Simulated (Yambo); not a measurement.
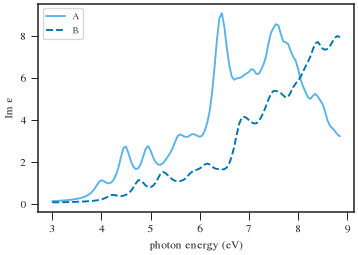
Figure: Two computed absorption spectra of GaAlN$_{2}$ (space group P3m1, No. 156) (Yambo, LDA bands with the same scissor, field along x)

Axes are Cartesian, with cell vectors (Å) (3.11, 0.00, 0.00), (-1.56, 2.70, 0.00), (0.00, 0.00, 5.05).

**Question.** Which curve includes the electron-hole attraction (BSE)?

**Answer.** Curve A: the attraction moves weight to lower energy (centre of the plotted range 6.9 eV against 7.5 eV). Settings: 12×12×6 mesh, 5 valence and 2 conduction bands, static screening with 29 bands and a 4 Ry block, scissor 1.07 eV, Tamm-Dancoff. The scissor comes from a G0W0 run whose convergence isn't established. Broadening 0.15 eV. The band window holds all transitions up to 8.9 eV. On this mesh the peak heights and the fine structure are mesh artefacts; only the shift of weight is robust.

The standard potential for Ga keeps a d shell in the valence without the s and p states of that shell. In tests on such compounds this moved G0W0 gaps by up to about 0.9 eV, so absolute quasiparticle energies here are unreliable; differences between settings are what counts.

Spin-orbit coupling is not included.

Geometry relaxed with LDA; primitive cell a = 3.1149 Å, b = 3.1149 Å, c = 5.0482 Å, α = 90.00°, β = 90.00°, γ = 120.00°.

The structure is a Materials Project entry; no match was found in the copy of COD used, and its stability was not checked.
